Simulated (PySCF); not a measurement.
**BF₄, charge −1, SMILES `F[B-](F)(F)F`: what the electrons do**

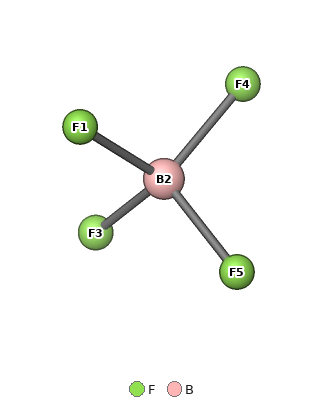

The molecule, with its atoms numbered as below. No frequency check shows the geometry to be a minimum.

Cartesian coordinates (Å):

```
F1      -0.8025    0.8090    0.7959
B2       0.0000    0.0000   -0.0000
F3      -0.8025   -0.8090   -0.7959
F4       0.8025    0.7960   -0.8089
F5       0.8025   -0.7960    0.8089
```

Part 1: Bonding charge

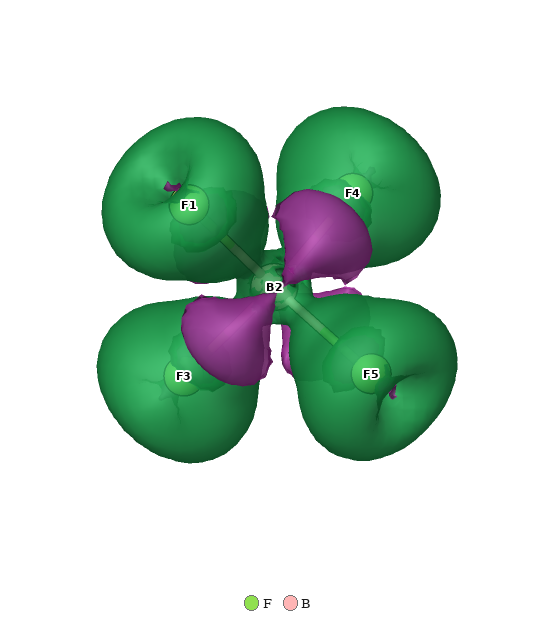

Deformation density (molecule less spherical, spin-averaged free atoms at the same positions), surfaces at ±0.07 e/Å³; green: gain, purple: loss.

Level of theory: PBE0/6-311+G** (PySCF), at a geometry from GFN2-xTB.

> How much density has each bond gained at its critical point, relative to the free atoms?

B2–F4, B2–F3, F1–B2 and B2–F5: +0.14 e/Å³ at the bond critical point (bond length 1.39 Å). In all, 1.5 electrons gather in the regions of gain relative to the promolecule of neutral atoms (this includes the anion's extra charge). A small or negative value marks a very polar bond, one between electron-rich atoms, whose free-atom densities already overlap strongly, a long bond to a heavier atom, or a closed-shell contact such as a hydrogen bond.

> Where do the Hirshfeld charges lie?

The highest Hirshfeld charge is on B2 (+0.16 e), the lowest on F1, F3, F4 and F5 (−0.29 e).

Part 2: Bond critical points

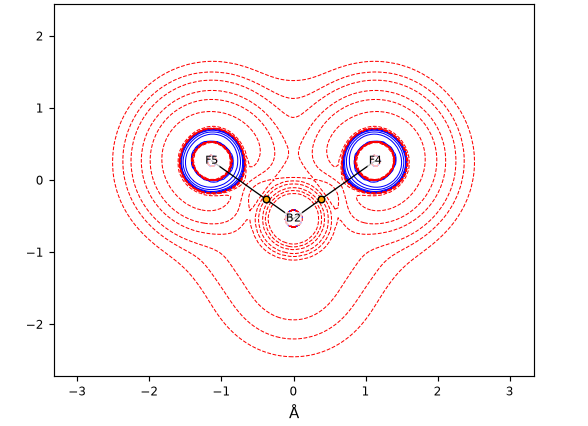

Negative Laplacian of the density (−∇²ρ) in the plane of B2, F4 and F5 (solid blue lines positive, dashed red lines negative, contours at ±0.02 to ±8 a.u.), with bond paths and bond critical points (dots).

> At which bond critical points in this plane is charge locally concentrated, and at which depleted?

At none is it concentrated. Depleted (∇²ρ > 0): B2–F4 and B2–F5 (+0.89 a.u., H = −0.098). A positive Laplacian with clearly negative H marks a strongly polar covalent bond, whose critical point lies close to the core of the less electronegative atom.

> Where along B2–F4 does the critical point lie?

0.47 Å from B2 and 0.92 Å from F4.

Part 3: Local ionisation energy

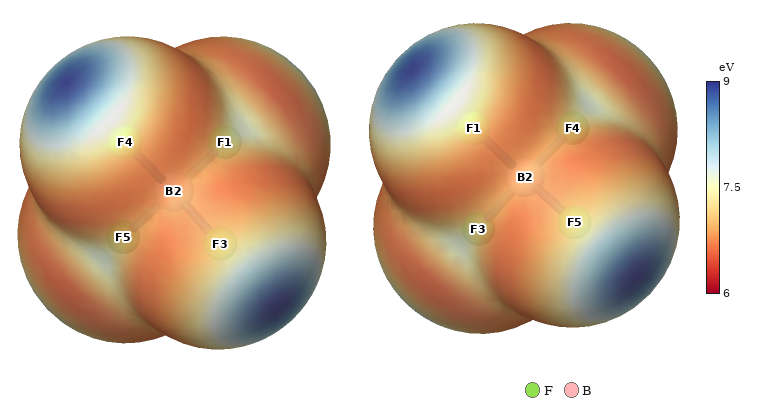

Average local ionisation energy on the surface of electron density 0.001 a.u. (back view left, front view right).

> Locate the minima of the map.

The lowest value is 6.6 eV, 1.7 Å from F5, and at like points elsewhere. For comparison, the highest occupied orbital lies at −4.7 eV.

Part 4: In an electric field

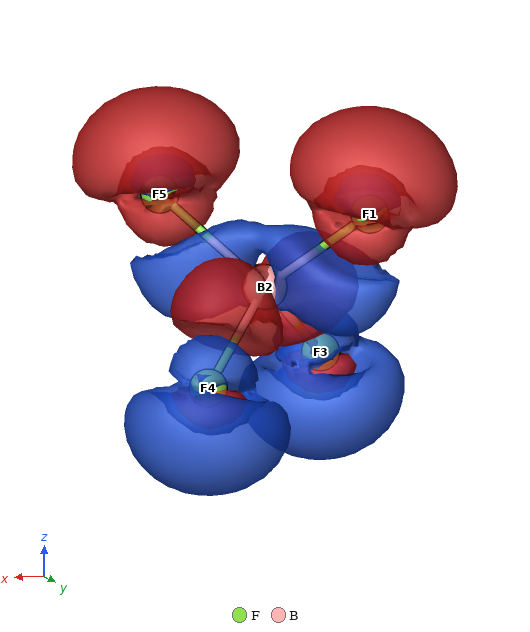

Change of the electron density in a uniform field of 0.15 V/Å, surfaces at ±0.0008 e/Å³ (red: gain, blue: loss).

Computed with PySCF, CAM-B3LYP/def2-SVP, geometry: GFN2-xTB. The basis has no diffuse functions, which an anion needs.

> Along which Cartesian direction does the field point?

Along −z: electrons gather on the +z side, against the field.

> How large is the response?

The induced dipole is 0.10 D (along the field); α along this axis, from the fields in both directions, is 13 bohr³ (2.0 Å³).

> Which atoms gain and lose the most charge?

Electrons gather most on F1 and F5 alike (Hirshfeld charge changes by −0.003 e) and leave F3 and F4 alike most (+0.003 e); 0.013 electrons are displaced in all.

Part 5: Localised orbitals

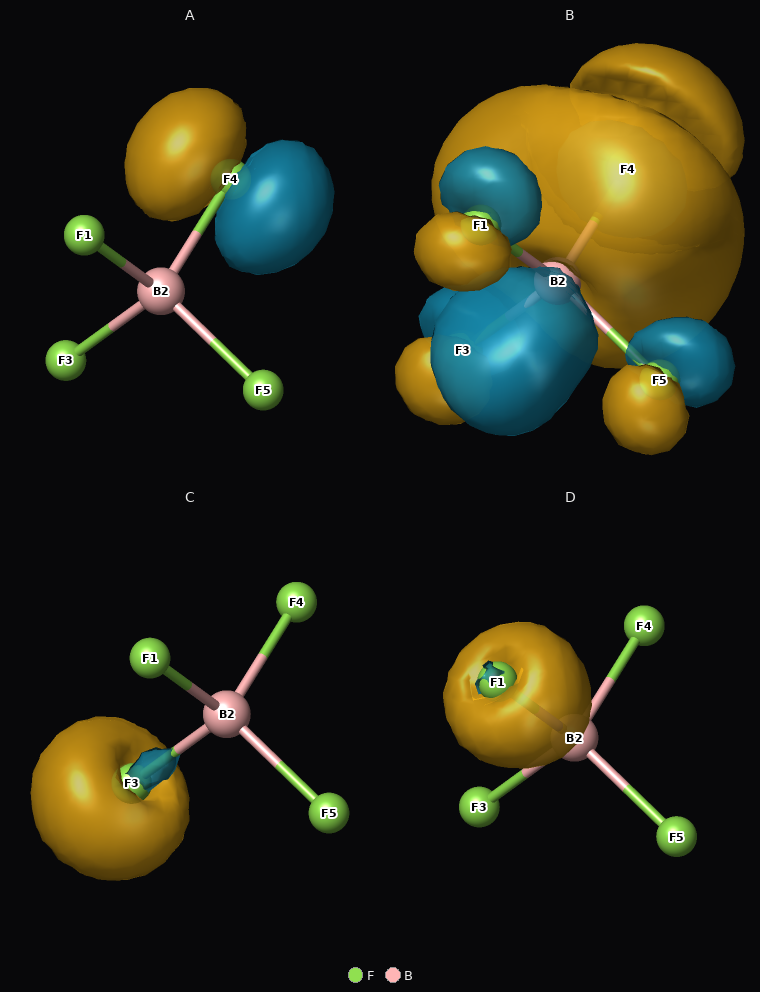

Intrinsic bond orbitals (IBO), occupied and valence-virtual; each surface holds about 80 % of the orbital's density. Energies are diagonal elements of the Fock matrix.

Level of theory: B3LYP/6-311+G** (PySCF), at a geometry from GFN2-xTB.

> What does each orbital represent in a Lewis picture?

By panel:
- A: lone pair on F4 (p-type) (F4 96 %, B2 3 %; −5.6 eV)
- B: σ* orbital B2–F4, mostly on B2 (B2 73 %, F4 20 %; 14.5 eV)
- C: lone pair on F3 (sp1.1-type) (F3 100 %; −13.8 eV)
- D: σ bond F1–B2 (F1 80 %, B2 20 %; −20.5 eV)

> Which has the smallest and which the largest spatial spread?

Smallest: D (0.58 Å); largest: B (1.27 Å).

> How do all the valence pairs divide up?

16 pairs: 12 lone pairs and 4 σ bonds.
